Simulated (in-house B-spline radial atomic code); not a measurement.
# Tc⁶⁺: excited configurations

Aim: the energies of several excited configurations of Tc⁶⁺ above a reference configuration, each from its own self-consistent run.

Program: in-house B-spline radial atomic code version 1. Level of theory: scalar-relativistic (spin-free one-electron X2C) LC-wPBE, spin-polarised, spherical density, exact exchange averaged over the configuration, Fermi nucleus, basis-set limit. These are calculated values, not measurements, unless marked.

## Step 1: Starting point

```
element       : technetium (Z = 43)
charge        : +6
electrons     : 37
configuration : [Kr] 4d1
Hamiltonian   : scalar-relativistic (X2C)
nucleus       : Fermi, rms radius 4.411 fm
```

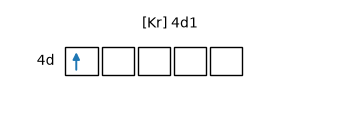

Occupation of the outer shells (arrows by Hund's rule).

Where spins are not typed, each open shell is filled with up spins first.

The run's settings:

```ini
Z = 43
electrons = 37.0
configuration = [Kr] 4d1
hamiltonian = x2c
method = lc_wpbe
spin_polarised = True
nucleus = fermi
rms_radius = 4.411169945885085
mass_number = 97
atomic_mass = 96.90636072
speed_of_light = 137.035999084
exact_exchange = averaged over the configuration
```

This reference run was done before. Its total energy is -4276.644174 hartree, and its levels are (the highest eight at most):

```csv
orbital,occupation,energy (eV),<r> (bohr)
3p down,3,-506.90,0.4156
3d up,5,-340.97,0.3981
3d down,5,-340.79,0.3981
4s up,1,-160.27,1.026
4s down,1,-159.22,1.025
4p up,3,-130.19,1.107
4p down,3,-128.94,1.106
4d up,1,-85.982,1.317
```

## Step 2: Run with [Ar] 3d9 4s2 4p6 4d1 4f1

Settings: those of step 1 with these lines changed.

```diff
@@ -2,3 +2,3 @@
 electrons = 37.0
-configuration = [Kr] 4d1
+configuration = [Ar] 3d9 4s2 4p6 4d1 4f1
 hamiltonian = x2c
```

The run is started by

```bash
$ python run_scf.py task.json out
```

task.json lists these runs, among others, and the program works through them in turn.

Main fields of the result record, rounded:

```text
{
  "status": "converged",
  "iterations": 10,
  "energy [hartree]": {"total": -4265.44456035, "kinetic": 4432.0807215, "nuclear": -10164.6499951, "coulomb": 1591.50951853, "exact_exchange": -7.54952293264, "xc": -116.835282305},
  "orbitals [hartree, bohr; first row names the columns]": [
    ["name", "occ", "eps", "<r>"],
    ["1s up", 1.0, -770.43446, 0.033775],
    ["1s down", 1.0, -770.43476, 0.033775],
    ["2s up", 1.0, -114.06797, 0.14913],
    ["2s down", 1.0, -113.99762, 0.14908],
    ["2p up", 3.0, -102.60134, 0.13014],
    ["2p down", 3.0, -102.54932, 0.13008],
    ["3s up", 1.0, -23.423307, 0.41124],
    ["3s down", 1.0, -23.338697, 0.41153],
    ["3p up", 3.0, -19.6546, 0.41103],
    ["3p down", 3.0, -19.567505, 0.4114],
    ["3d up", 5.0, -13.604635, 0.39032],
    ["3d down", 4.0, -13.504625, 0.39099],
    ["4s up", 1.0, -6.2462661, 0.99983],
    ["4s down", 1.0, -6.1743678, 0.99849],
    ["4p up", 3.0, -5.1065553, 1.0723],
    ["4p down", 3.0, -5.0266177, 1.0706],
    ["4d up", 1.0, -3.4217017, 1.2513],
    ["4f up", 1.0, -1.8271221, 1.7823]
  ],
  "sum_r [bohr^k]": {"-1": 239.8067, "1": 19.41254, "2": 18.96637},
  "energy_minus_base [hartree]": 11.1996137
}
```

Wall time 1.1 s (1 thread, shared host).

energy_minus_base is the energy less that of the reference run.

## Step 3: Run with [Ar] 3d10 4s2 4p5 4d1 5f1

Settings: those of step 2 with these lines changed.

```diff
@@ -2,3 +2,3 @@
 electrons = 37.0
-configuration = [Ar] 3d9 4s2 4p6 4d1 4f1
+configuration = [Ar] 3d10 4s2 4p5 4d1 5f1
 hamiltonian = x2c
```

Main fields:

```text
{
  "status": "converged",
  "iterations": 9,
  "energy [hartree]": {"total": -4272.93007953, "kinetic": 4439.19344121, "nuclear": -10194.4655951, "coulomb": 1607.68741484, "exact_exchange": -7.57395650301, "xc": -117.771383985},
  "orbitals [hartree, bohr; first row names the columns]": [
    ["name", "occ", "eps", "<r>"],
    ["1s up", 1.0, -769.70716, 0.033773],
    ["1s down", 1.0, -769.69993, 0.033773],
    ["2s up", 1.0, -113.2221, 0.14915],
    ["2s down", 1.0, -113.20979, 0.14914],
    ["2p up", 3.0, -101.76622, 0.13014],
    ["2p down", 3.0, -101.75312, 0.13013],
    ["3s up", 1.0, -22.920438, 0.41453],
    ["3s down", 1.0, -22.907614, 0.41448],
    ["3p up", 3.0, -19.152728, 0.41532],
    ["3p down", 3.0, -19.138248, 0.41525],
    ["3d up", 5.0, -13.052327, 0.39758],
    ["3d down", 5.0, -13.034462, 0.39729],
    ["4s up", 1.0, -6.3250942, 1.0139],
    ["4s down", 1.0, -6.2095589, 1.0121],
    ["4p up", 3.0, -5.2012334, 1.0877],
    ["4p down", 2.0, -5.0916989, 1.0881],
    ["4d up", 1.0, -3.5310231, 1.2671],
    ["5f up", 1.0, -1.1645289, 3.6325]
  ],
  "sum_r [bohr^k]": {"-1": 240.4987, "1": 20.80666, "2": 29.66609},
  "energy_minus_base [hartree]": 3.71409448
}
```

Wall time 1.1 s (1 thread, shared host).

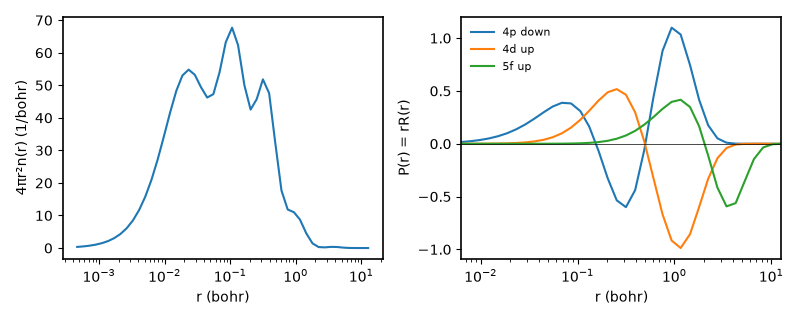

Radial density (left) and the radial functions of 4p down, 4d up, 5f up (right).

Clear maxima of the radial density (full grid of the record): 0.023, 0.11, 0.32, 3.5 bohr.

X-ray form factor of the spherical density:

```csv
sinθ/λ (1/Å),f (electrons)
0,37.000
0.1,35.260
0.2,32.288
0.3,28.885
0.4,25.431
0.6,20.115
0.8,16.426
1,13.406
1.4,8.920
1.8,6.600
2.5,4.946
4,2.718
6,1.431
```

## Step 4: Configuration [Ar] 3d9 4s2 4p6 4d1 5s1

Settings: those of step 3 with these lines changed.

```diff
@@ -2,3 +2,3 @@
 electrons = 37.0
-configuration = [Ar] 3d10 4s2 4p5 4d1 5f1
+configuration = [Ar] 3d9 4s2 4p6 4d1 5s1
 hamiltonian = x2c
```

Main fields:

```text
{
  "status": "converged",
  "iterations": 10,
  "energy [hartree]": {"total": -4266.12342698, "kinetic": 4432.89242289, "nuclear": -10163.5494472, "coulomb": 1588.98475477, "exact_exchange": -7.70559664212, "xc": -116.745560813},
  "orbitals [hartree, bohr; first row names the columns]": [
    ["name", "occ", "eps", "<r>"],
    ["1s up", 1.0, -770.47675, 0.033775],
    ["1s down", 1.0, -770.47435, 0.033775],
    ["2s up", 1.0, -114.12866, 0.14914],
    ["2s down", 1.0, -114.0563, 0.14909],
    ["2p up", 3.0, -102.65988, 0.13015],
    ["2p down", 3.0, -102.6058, 0.13009],
    ["3s up", 1.0, -23.504754, 0.41134],
    ["3s down", 1.0, -23.419305, 0.41165],
    ["3p up", 3.0, -19.73589, 0.41116],
    ["3p down", 3.0, -19.647861, 0.41155],
    ["3d up", 5.0, -13.684545, 0.39051],
    ["3d down", 4.0, -13.583474, 0.39123],
    ["4s up", 1.0, -6.3243029, 0.99592],
    ["4s down", 1.0, -6.2627835, 0.99651],
    ["4p up", 3.0, -5.1798736, 1.0696],
    ["4p down", 3.0, -5.1117468, 1.0671],
    ["4d up", 1.0, -3.4824647, 1.2443],
    ["5s up", 1.0, -2.5429133, 2.1094]
  ],
  "sum_r [bohr^k]": {"-1": 239.7826, "1": 19.71134, "2": 20.1226},
  "energy_minus_base [hartree]": 10.520747
}
```

Run time: 0.87 s. Hardware: 1 thread, shared host.

## Step 5: [Ar] 3d9 4s2 4p6 4d1 5f1

Settings: those of step 4 with these lines changed.

```diff
@@ -2,3 +2,3 @@
 electrons = 37.0
-configuration = [Ar] 3d9 4s2 4p6 4d1 5s1
+configuration = [Ar] 3d9 4s2 4p6 4d1 5f1
 hamiltonian = x2c
```

Main fields:

```text
{
  "status": "converged",
  "iterations": 10,
  "energy [hartree]": {"total": -4264.73893068, "kinetic": 4431.39643588, "nuclear": -10154.6416483, "coulomb": 1582.70504038, "exact_exchange": -7.54560062487, "xc": -116.653157994},
  "orbitals [hartree, bohr; first row names the columns]": [
    ["name", "occ", "eps", "<r>"],
    ["1s up", 1.0, -770.66871, 0.033775],
    ["1s down", 1.0, -770.6688, 0.033775],
    ["2s up", 1.0, -114.30813, 0.14914],
    ["2s down", 1.0, -114.23731, 0.14909],
    ["2p up", 3.0, -102.84065, 0.13014],
    ["2p down", 3.0, -102.78817, 0.13009],
    ["3s up", 1.0, -23.671149, 0.41127],
    ["3s down", 1.0, -23.587089, 0.41157],
    ["3p up", 3.0, -19.902315, 0.41106],
    ["3p down", 3.0, -19.815758, 0.41145],
    ["3d up", 5.0, -13.851782, 0.39035],
    ["3d down", 4.0, -13.752175, 0.39107],
    ["4s up", 1.0, -6.4773912, 0.99532],
    ["4s down", 1.0, -6.4174521, 0.99572],
    ["4p up", 3.0, -5.3304405, 1.0648],
    ["4p down", 3.0, -5.2653872, 1.0657],
    ["4d up", 1.0, -3.6240406, 1.2308],
    ["5f up", 1.0, -1.1788445, 3.5724]
  ],
  "sum_r [bohr^k]": {"-1": 239.574, "1": 21.13855, "2": 29.73738},
  "energy_minus_base [hartree]": 11.9052433
}
```

It took 1.2 s on 1 thread, shared host.

## Step 6: Configuration [Ar] 3d10 4s2 4p5 4d1 5s1

Settings: those of step 5 with these lines changed.

```diff
@@ -2,3 +2,3 @@
 electrons = 37.0
-configuration = [Ar] 3d9 4s2 4p6 4d1 5f1
+configuration = [Ar] 3d10 4s2 4p5 4d1 5s1
 hamiltonian = x2c
```

Main fields:

```text
{
  "status": "converged",
  "iterations": 10,
  "energy [hartree]": {"total": -4274.29848843, "kinetic": 4440.67080209, "nuclear": -10203.3921118, "coulomb": 1614.02133739, "exact_exchange": -7.73334665418, "xc": -117.865169486},
  "orbitals [hartree, bohr; first row names the columns]": [
    ["name", "occ", "eps", "<r>"],
    ["1s up", 1.0, -769.51445, 0.033773],
    ["1s down", 1.0, -769.5048, 0.033773],
    ["2s up", 1.0, -113.04147, 0.14915],
    ["2s down", 1.0, -113.02762, 0.14915],
    ["2p up", 3.0, -101.58436, 0.13014],
    ["2p down", 3.0, -101.56966, 0.13014],
    ["3s up", 1.0, -22.752327, 0.4146],
    ["3s down", 1.0, -22.73791, 0.41456],
    ["3p up", 3.0, -18.984653, 0.41543],
    ["3p down", 3.0, -18.968492, 0.41536],
    ["3d up", 5.0, -12.883608, 0.39776],
    ["3d down", 5.0, -12.864071, 0.39746],
    ["4s up", 1.0, -6.1717562, 1.0146],
    ["4s down", 1.0, -6.0547501, 1.0132],
    ["4p up", 3.0, -5.050561, 1.0929],
    ["4p down", 2.0, -4.9383073, 1.09],
    ["4d up", 1.0, -3.3900603, 1.2818],
    ["5s up", 1.0, -2.513136, 2.133]
  ],
  "sum_r [bohr^k]": {"-1": 240.7077, "1": 19.34556, "2": 19.69686},
  "energy_minus_base [hartree]": 2.34568558
}
```

Wall time 0.94 s (1 thread, shared host).

## Step 7: Run with [Kr] 4f1

Settings: those of step 6 with these lines changed.

```diff
@@ -2,3 +2,3 @@
 electrons = 37.0
-configuration = [Ar] 3d10 4s2 4p5 4d1 5s1
+configuration = [Kr] 4f1
 hamiltonian = x2c
```

Main fields:

```text
{
  "status": "converged",
  "iterations": 10,
  "energy [hartree]": {"total": -4275.18492749, "kinetic": 4441.53913558, "nuclear": -10210.1432504, "coulomb": 1619.38662367, "exact_exchange": -7.9668882322, "xc": -118.000548137},
  "orbitals [hartree, bohr; first row names the columns]": [
    ["name", "occ", "eps", "<r>"],
    ["1s up", 1.0, -769.3453, 0.033774],
    ["1s down", 1.0, -769.34556, 0.033774],
    ["2s up", 1.0, -112.89713, 0.14915],
    ["2s down", 1.0, -112.89737, 0.14915],
    ["2p up", 3.0, -101.43735, 0.13014],
    ["2p down", 3.0, -101.43764, 0.13014],
    ["3s up", 1.0, -22.594839, 0.41456],
    ["3s down", 1.0, -22.593581, 0.41453],
    ["3p up", 3.0, -18.826287, 0.41535],
    ["3p down", 3.0, -18.824987, 0.41531],
    ["3d up", 5.0, -12.726753, 0.3976],
    ["3d down", 5.0, -12.725481, 0.39751],
    ["4s up", 1.0, -6.0147867, 1.0211],
    ["4s down", 1.0, -5.9946229, 1.0189],
    ["4p up", 3.0, -4.8968485, 1.0994],
    ["4p down", 3.0, -4.8731283, 1.0964],
    ["4f up", 1.0, -1.7606464, 1.8945]
  ],
  "sum_r [bohr^k]": {"-1": 240.863, "1": 18.96516, "2": 18.39227},
  "energy_minus_base [hartree]": 1.45924651
}
```

It took 0.94 s on 1 thread, shared host.

## Step 8: All configurations in order

| net move | configuration | 2|M_S|+1 | energy above the reference (eV) | largest <r> (bohr) |
| --- | --- | --- | --- | --- |
| 4d → 4f | [Kr] 4f1 | 2 | 39.708 | 1.89 |
| 4p → 5s | [Ar] 3d10 4s2 4p5 4d1 5s1 | 4 | 63.829 | 2.13 |
| 4p → 5f | [Ar] 3d10 4s2 4p5 4d1 5f1 | 4 | 101.07 | 3.63 |
| 3d → 5s | [Ar] 3d9 4s2 4p6 4d1 5s1 | 4 | 286.28 | 2.11 |
| 3d → 4f | [Ar] 3d9 4s2 4p6 4d1 4f1 | 4 | 304.76 | 1.78 |
| 3d → 5f | [Ar] 3d9 4s2 4p6 4d1 5f1 | 4 | 323.96 | 3.57 |

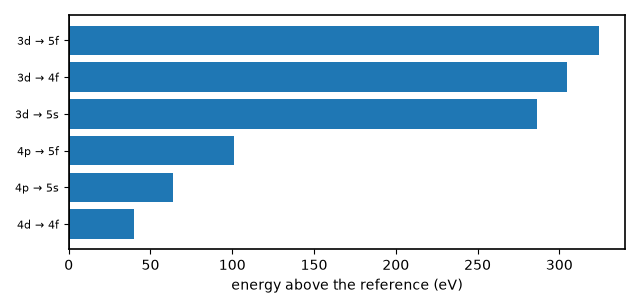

The configurations in order of energy, labelled by the net move of electrons.

What this shows: At the bottom stands 4d → 4f (39.708 eV), at the top 3d → 5f (323.96 eV). 3 of them lie more than 60 % above minus the reference's highest level (85.982 eV), in the range where a state can decay by emitting an electron. The reference has 2|M_S|+1 = 2; 5 of the configurations differ from it in spin. These are spherical averages at the typed spins, not spectroscopic levels.
